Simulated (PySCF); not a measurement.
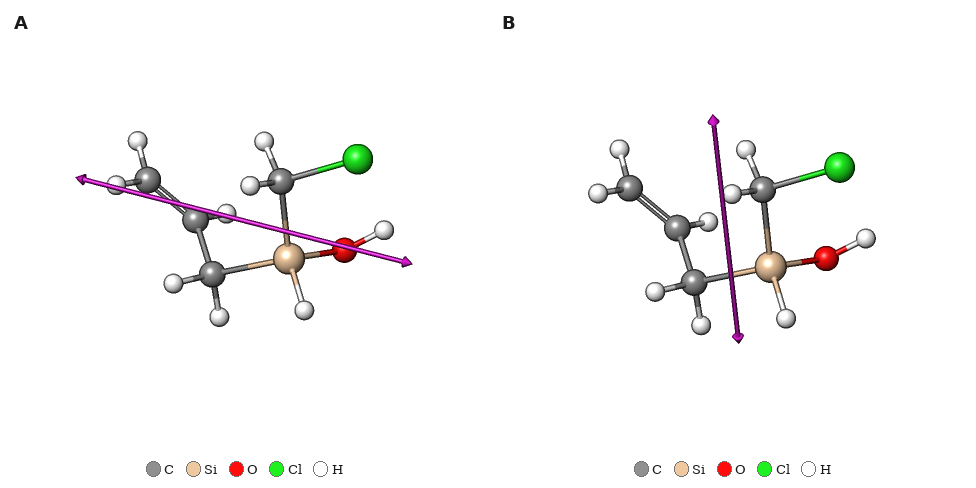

The double arrows show the directions of two transition dipoles from the ground state (lengths mean nothing). Computed geometry: GFN2-xTB optimisation. No frequency run is at hand to confirm it as a minimum. Level of theory: TDDFT PBE0/def2-SVPD, vertical, gas phase, core orbitals frozen in the response (PySCF 2.14.0).

**One belongs to singlet state 1 and one to singlet state 3. Which is which?**

A: state 1, 6.16 eV (201 nm), oscillator strength 0.057, mainly HOMO → LUMO (weight 0.81).
B: state 3, 6.67 eV (186 nm), oscillator strength 0.021, mainly HOMO−1 → LUMO (weight 0.71).

The geometry is semi-empirical. Around Si such bond lengths and angles can be off by a tenth of an ångström or more and by several degrees, and values that hang on the shape move with them.
